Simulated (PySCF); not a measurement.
**[Nd(NH2)4]−: other functionals and bases at one geometry**

How far do other levels of theory move the description of [Nd(NH2)4]−, and what does each cost? The structure is generated, not taken from experiment.

The runs use PySCF 2.14.0; several levels, as the steps say, no spin–orbit coupling.

2 further runs of the same task are left out: 2 for a known fault of the program.

### 1 Starting geometry

13 atoms, charge -1, spin multiplicity 1.

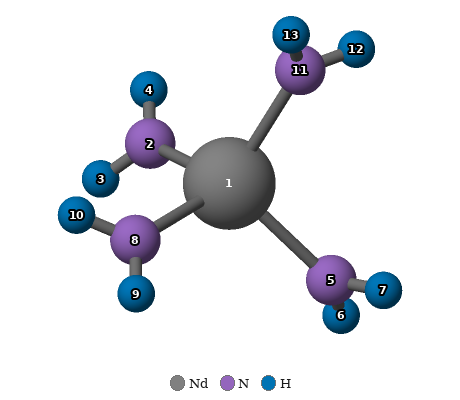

The geometry (neodymium grey, nitrogen purple, hydrogen blue); atoms are numbered from 1 in the order of the file.

As a file:

```tsv
atom	x (Å)	y (Å)	z (Å)
Nd1	0.00031	0.00000	0.00000
N2	1.40104	1.37102	1.25777
H3	2.27892	1.02083	1.67610
H4	1.40500	2.38597	1.44395
N5	-1.40078	-1.25792	1.37059
H6	-1.40661	-1.44448	2.38538
H7	-2.27773	-1.67692	1.01814
N8	1.40104	-1.37102	-1.25777
H9	1.40500	-2.38597	-1.44395
H10	2.27892	-1.02083	-1.67610
N11	-1.40078	1.25792	-1.37059
H12	-2.27773	1.67692	-1.01814
H13	-1.40661	1.44448	-2.38538
```

Formal oxidation states: Nd +3. Each metal's 3 4f electrons lie in its core potential, so multiplicities, spins and levels count the valence alone. An earlier session relaxed this geometry at BP86, Nd lcecp-1-SVP with ECP49, N def2-SVP, H def2-SVP (singlet, point group S4).

At BP86 on the finer grid: E = -257.786015 Eh, HOMO 0.14 eV, LUMO 3.20 eV, Mulliken charge on Nd1 +0.40 e, largest force component 0.012 eV/Å. The highest filled level lies above zero; it isn't the detachment energy.

Levels to run: TPSS; PBE; revPBE; r2SCAN; BP86, TZVP. Hardware: 2 threads of Arm Neoverse V2, shared host.

### 2 TPSS

Input file run.py (the lines that set the calculation):

```python
mol = gto.M(atom='''
Nd     0.00031     0.00000     0.00000
N      1.40104     1.37102     1.25777
H      2.27892     1.02083     1.67610
H      1.40500     2.38597     1.44395
N     -1.40078    -1.25792     1.37059
H     -1.40661    -1.44448     2.38538
H     -2.27773    -1.67692     1.01814
N      1.40104    -1.37102    -1.25777
H      1.40500    -2.38597    -1.44395
H      2.27892    -1.02083    -1.67610
N     -1.40078     1.25792    -1.37059
H     -2.27773     1.67692    -1.01814
H     -1.40661     1.44448    -2.38538''',
    basis={'Nd': 'lcecp-1-SVP', 'N': 'def2-SVP', 'H': 'def2-SVP'},
    ecp={'Nd': 'lcecp-1-SVP'},
    charge=-1, spin=0)
mf = dft.RKS(mol, xc='TPSS')
mf.grids.atom_grid = (75, 302)  # f atoms: unpruned, at least (60, 302)
mf = mf.density_fit()  # fitting sets: Nd AutoAux, N def2-universal-JKFIT, H def2-universal-JKFIT
mf.conv_tol = 1e-08; mf.max_cycle = 55
mf.kernel(dm0)  # dm0: the density of the relaxed state
```

Started as:

```console
OMP_NUM_THREADS=2 python run.py
```

Output:

```text
init E= -257.74370791751
  HOMO = 0.00542558561822288  LUMO = 0.120482848489605  gap/eV = 3.13087
cycle= 1 E= -257.744798473677  delta_E= -0.00109  |g|= 0.0343  |ddm|= 0.181
  HOMO = 0.00946206565753014  LUMO = 0.120766578707752  gap/eV = 3.02875
cycle= 2 E= -257.743827962573  delta_E= 0.000971  |g|= 0.07  |ddm|= 0.123
  HOMO = 0.00641683222016732  LUMO = 0.120679078702704  gap/eV = 3.10923
cycle= 3 E= -257.745191070206  delta_E= -0.00136  |g|= 0.00802  |ddm|= 0.0722
  HOMO = 0.007242243757372  LUMO = 0.120938254417531  gap/eV = 3.09383
cycle= 4 E= -257.745211311178  delta_E= -2.02e-05  |g|= 0.000863  |ddm|= 0.015
  HOMO = 0.00717042665377908  LUMO = 0.120921027695267  gap/eV = 3.09531
cycle= 5 E= -257.745211482618  delta_E= -1.71e-07  |g|= 5.61e-05  |ddm|= 0.00113
  HOMO = 0.00716333655009076  LUMO = 0.120918747519291  gap/eV = 3.09544
cycle= 6 E= -257.745211483708  delta_E= -1.09e-09  |g|= 1.58e-05  |ddm|= 0.000122
  HOMO = 0.00716681833138459  LUMO = 0.120918973723953  gap/eV = 3.09535
Extra cycle  E= -257.745211483589  delta_E= 1.18e-10  |g|= 2.72e-05  |ddm|= 4.11e-05
converged SCF energy = -257.745211483589
```

It took 16 s on 2 threads of Arm Neoverse V2, shared host.

It gives: E = -257.745211 Eh, HOMO 0.20 eV, LUMO 3.29 eV, Mulliken charge on Nd1 +0.56 e, largest force component 0.112 eV/Å. The highest filled level lies above zero; it isn't the detachment energy.

### 3 PBE

run.py (the lines that set the calculation): that of step 2 with these lines changed.

```diff
@@ -17,3 +17,3 @@
     charge=-1, spin=0)
-mf = dft.RKS(mol, xc='TPSS')
+mf = dft.RKS(mol, xc='PBE')
 mf.grids.atom_grid = (75, 302)  # f atoms: unpruned, at least (60, 302)
```

Started as:

```console
OMP_NUM_THREADS=2 python run.py
```

Output:

```text
init E= -257.453321342761
  HOMO = 0.0095974670701022  LUMO = 0.114294193699305  gap/eV = 2.84894
cycle= 1 E= -257.453439374956  delta_E= -0.000118  |g|= 0.00189  |ddm|= 0.048
  HOMO = 0.00942676597156421  LUMO = 0.114061475834486  gap/eV = 2.84726
cycle= 2 E= -257.453439331209  delta_E= 4.37e-08  |g|= 0.00168  |ddm|= 0.00362
  HOMO = 0.00936855386507016  LUMO = 0.114066906796737  gap/eV = 2.84899
cycle= 3 E= -257.453439871001  delta_E= -5.4e-07  |g|= 0.00104  |ddm|= 0.00278
  HOMO = 0.0094235477298762  LUMO = 0.114073329265054  gap/eV = 2.84767
cycle= 4 E= -257.453440138775  delta_E= -2.68e-07  |g|= 0.000219  |ddm|= 0.00114
  HOMO = 0.00940369560082659  LUMO = 0.114066275239697  gap/eV = 2.84801
cycle= 5 E= -257.453440150596  delta_E= -1.18e-08  |g|= 3.73e-05  |ddm|= 0.000377
  HOMO = 0.00940514280735316  LUMO = 0.11406736520048  gap/eV = 2.84800
cycle= 6 E= -257.453440151159  delta_E= -5.63e-10  |g|= 1.07e-05  |ddm|= 8.64e-05
  HOMO = 0.0094076508310835  LUMO = 0.114067377817008  gap/eV = 2.84794
Extra cycle  E= -257.453440151012  delta_E= 1.47e-10  |g|= 2.68e-05  |ddm|= 3.48e-05
converged SCF energy = -257.453440151012
```

It took 9.3 s on 2 threads of Arm Neoverse V2, shared host.

Read off: E = -257.453440 Eh, HOMO 0.26 eV, LUMO 3.10 eV, Mulliken charge on Nd1 +0.40 e, largest force component 0.070 eV/Å. The highest filled level lies above zero; it isn't the detachment energy.

### 4 revPBE

run.py (the lines that set the calculation): that of step 3 with these lines changed.

```diff
@@ -17,3 +17,3 @@
     charge=-1, spin=0)
-mf = dft.RKS(mol, xc='PBE')
+mf = dft.RKS(mol, xc='PBE_R,PBE')
 mf.grids.atom_grid = (75, 302)  # f atoms: unpruned, at least (60, 302)
```

Started as:

```console
OMP_NUM_THREADS=2 python run.py
```

Output:

```text
init E= -257.682519636564
  HOMO = 0.0115817256741251  LUMO = 0.115809140193161  gap/eV = 2.83617
cycle= 1 E= -257.682966721938  delta_E= -0.000447  |g|= 0.013  |ddm|= 0.108
  HOMO = 0.0109838223821464  LUMO = 0.115513956355926  gap/eV = 2.84441
cycle= 2 E= -257.68296450857  delta_E= 2.21e-06  |g|= 0.0131  |ddm|= 0.0373
  HOMO = 0.0119257902412412  LUMO = 0.11585815907635  gap/eV = 2.82814
cycle= 3 E= -257.683020673066  delta_E= -5.62e-05  |g|= 0.00136  |ddm|= 0.0249
  HOMO = 0.0117149402632866  LUMO = 0.115798762038366  gap/eV = 2.83227
cycle= 4 E= -257.683021230326  delta_E= -5.57e-07  |g|= 0.000557  |ddm|= 0.00339
  HOMO = 0.0117600207694283  LUMO = 0.115802602819265  gap/eV = 2.83114
cycle= 5 E= -257.683021293623  delta_E= -6.33e-08  |g|= 0.000179  |ddm|= 0.000637
  HOMO = 0.0117507228525536  LUMO = 0.115802490414133  gap/eV = 2.83139
cycle= 6 E= -257.683021302877  delta_E= -9.25e-09  |g|= 1.01e-05  |ddm|= 0.00022
  HOMO = 0.0117516913065968  LUMO = 0.115802134004696  gap/eV = 2.83136
Extra cycle  E= -257.683021302803  delta_E= 7.36e-11  |g|= 2.02e-05  |ddm|= 3.02e-05
converged SCF energy = -257.683021302803
```

Run time: 9.5 s. Hardware: 2 threads of Arm Neoverse V2, shared host.

Result: E = -257.683021 Eh, HOMO 0.32 eV, LUMO 3.15 eV, Mulliken charge on Nd1 +0.47 e, largest force component 0.079 eV/Å. The highest filled level lies above zero; it isn't the detachment energy.

### 5 r2SCAN

run.py (the lines that set the calculation): that of step 4 with these lines changed.

```diff
@@ -17,3 +17,3 @@
     charge=-1, spin=0)
-mf = dft.RKS(mol, xc='PBE_R,PBE')
+mf = dft.RKS(mol, xc='R2SCAN')
 mf.grids.atom_grid = (75, 302)  # f atoms: unpruned, at least (60, 302)
```

Started as:

```console
OMP_NUM_THREADS=2 python run.py
```

Output:

```text
init E= -257.593019680797
  HOMO = -0.0048707730657933  LUMO = 0.131221534649985  gap/eV = 3.70326
cycle= 1 E= -257.595337455635  delta_E= -0.00232  |g|= 0.0426  |ddm|= 0.284
  HOMO = 0.00271068789418338  LUMO = 0.133496947907805  gap/eV = 3.55888
cycle= 2 E= -257.593949658578  delta_E= 0.00139  |g|= 0.0853  |ddm|= 0.134
  HOMO = -0.00169511546956283  LUMO = 0.133077276970127  gap/eV = 3.66734
cycle= 3 E= -257.595877417711  delta_E= -0.00193  |g|= 0.00602  |ddm|= 0.0815
  HOMO = -0.00109425687213795  LUMO = 0.133335845020046  gap/eV = 3.65803
cycle= 4 E= -257.595889621397  delta_E= -1.22e-05  |g|= 0.000528  |ddm|= 0.0115
  HOMO = -0.00112948230522997  LUMO = 0.133333259290175  gap/eV = 3.65892
cycle= 5 E= -257.595889687285  delta_E= -6.59e-08  |g|= 7.55e-05  |ddm|= 0.000733
  HOMO = -0.00113164207348547  LUMO = 0.133333254447951  gap/eV = 3.65898
cycle= 6 E= -257.595889689094  delta_E= -1.81e-09  |g|= 1.23e-05  |ddm|= 0.00013
  HOMO = -0.00112789650732515  LUMO = 0.133334104725758  gap/eV = 3.65890
Extra cycle  E= -257.595889688992  delta_E= 1.02e-10  |g|= 2.4e-05  |ddm|= 3.16e-05
converged SCF energy = -257.595889688992
```

Wall time 16 s (2 threads of Arm Neoverse V2, shared host).

Result: E = -257.595890 Eh, HOMO -0.03 eV, LUMO 3.63 eV, Mulliken charge on Nd1 +0.62 e, largest force component 0.378 eV/Å. 

### 6 BP86, TZVP

Basis: Nd lcecp-1-TZVP with ECP49, N def2-TZVP, H def2-TZVP. 

run.py (the lines that set the calculation): that of step 5 with these lines changed.

```diff
@@ -14,6 +14,6 @@
 H     -1.40661     1.44448    -2.38538''',
-    basis={'Nd': 'lcecp-1-SVP', 'N': 'def2-SVP', 'H': 'def2-SVP'},
-    ecp={'Nd': 'lcecp-1-SVP'},
+    basis={'Nd': 'lcecp-1-TZVP', 'N': 'def2-TZVP', 'H': 'def2-TZVP'},
+    ecp={'Nd': 'lcecp-1-TZVP'},
     charge=-1, spin=0)
-mf = dft.RKS(mol, xc='R2SCAN')
+mf = dft.RKS(mol, xc='B88,P86')
 mf.grids.atom_grid = (75, 302)  # f atoms: unpruned, at least (60, 302)
@@ -21,2 +21,2 @@
 mf.conv_tol = 1e-08; mf.max_cycle = 55
-mf.kernel(dm0)  # dm0: the density of the relaxed state
+mf.kernel(dm0)  # dm0: free metal ions and neutral atoms
```

Started as:

```console
OMP_NUM_THREADS=2 python run.py
```

Output:

```text
init E= -263.954472500838
  HOMO = -0.00110992762894997  LUMO = 0.0994263997430576  gap/eV = 2.73573
cycle= 1 E= -257.716357534674  delta_E= 6.24  |g|= 1.45  |ddm|= 2.93
  HOMO = -0.131705513725743  LUMO = 0.0982013583319343  gap/eV = 6.25608
cycle= 2 E= -256.950501497261  delta_E= 0.766  |g|= 2.32  |ddm|= 2.12
  HOMO = 0.0218881316387916  LUMO = 0.120082124672452  gap/eV = 2.67199
cycle= 3 E= -258.032234369198  delta_E= -1.08  |g|=  0.4  |ddm|= 1.66
  HOMO = -0.017024095451222  LUMO = 0.106091377685932  gap/eV = 3.35014
cycle= 4 E= -258.064223725562  delta_E= -0.032  |g|= 0.16  |ddm|= 0.701
  HOMO = -0.00967426923033277  LUMO = 0.109770715426729  gap/eV = 3.25026
cycle= 5 E= -258.073007122014  delta_E= -0.00878  |g|= 0.0181  |ddm|= 0.254
  HOMO = -0.00881305509860421  LUMO = 0.109802138048071  gap/eV = 3.22768
cycle= 6 E= -258.073092608932  delta_E= -8.55e-05  |g|= 0.00375  |ddm|= 0.0265
  HOMO = -0.00885454511109311  LUMO = 0.10978864215344  gap/eV = 3.22845
cycle= 7 E= -258.07309628746  delta_E= -3.68e-06  |g|= 0.000833  |ddm|= 0.00441
  HOMO = -0.00894028172809711  LUMO = 0.109764601723082  gap/eV = 3.23012
cycle= 8 E= -258.073096415274  delta_E= -1.28e-07  |g|= 0.000423  |ddm|= 0.000906
  HOMO = -0.00893342750854239  LUMO = 0.109760606417405  gap/eV = 3.22983
cycle= 9 E= -258.073096452929  delta_E= -3.77e-08  |g|= 0.000117  |ddm|= 0.00037
  HOMO = -0.00894197782080589  LUMO = 0.109758951166866  gap/eV = 3.23002
cycle= 10 E= -258.073096456242  delta_E= -3.31e-09  |g|= 7.15e-06  |ddm|= 0.000108
  HOMO = -0.00894017097850117  LUMO = 0.109759149472415  gap/eV = 3.22997
Extra cycle  E= -258.073096456213  delta_E= 2.93e-11  |g|= 1.4e-05  |ddm|= 1.87e-05
converged SCF energy = -258.073096456213
```

It took 36 s on 2 threads of Arm Neoverse V2, shared host.

It gives: E = -258.073096 Eh, HOMO -0.24 eV, LUMO 2.99 eV, Mulliken charge on Nd1 +1.43 e, largest force component 0.364 eV/Å. 

### 7 Results

| level | state | HOMO (eV) | gap (eV) | charge on Nd1 (e) | dipole (D) | largest force (eV/Å) | basis functions | time |
| --- | --- | --- | --- | --- | --- | --- | --- | --- |
| BP86 (relaxed here) | singlet | 0.14 | 3.06 | 0.40 | 0.00 | 0.01 | 129 | 27 s |
| TPSS | singlet | 0.20 | 3.10 | 0.56 | 0.00 | 0.11 | 129 | 16 s |
| PBE | singlet | 0.26 | 2.85 | 0.40 | 0.00 | 0.07 | 129 | 9.3 s |
| revPBE | singlet | 0.32 | 2.83 | 0.47 | 0.00 | 0.08 | 129 | 9.5 s |
| r2SCAN | singlet | -0.03 | 3.66 | 0.62 | 0.00 | 0.38 | 129 | 16 s |
| BP86, TZVP | singlet | -0.24 | 3.23 | 1.43 | 0.00 | 0.36 | 219 | 36 s |

Times are on 2 threads of Arm Neoverse V2, shared host; the first row also made further properties. The dipole of a charged species depends on the origin, so these sizes hold for this origin alone.

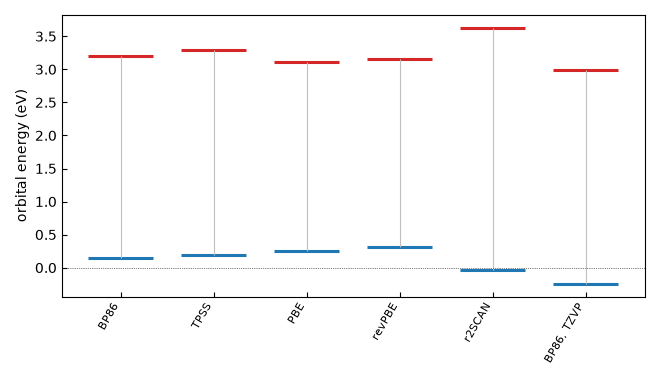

Highest filled and lowest empty level, method by method.

In one basis the gap runs from 2.83 eV (revPBE) to 3.66 eV (r2SCAN). The largest leftover force, 0.38 eV/Å with r2SCAN, stands at a geometry relaxed at another level. The Mulliken charge on Nd spans +0.40 to +1.43 e over the levels. With 4f in the core, its levels are missing from HOMO and gap. Total energies of different levels can't be compared. Spin–orbit coupling is left out throughout.
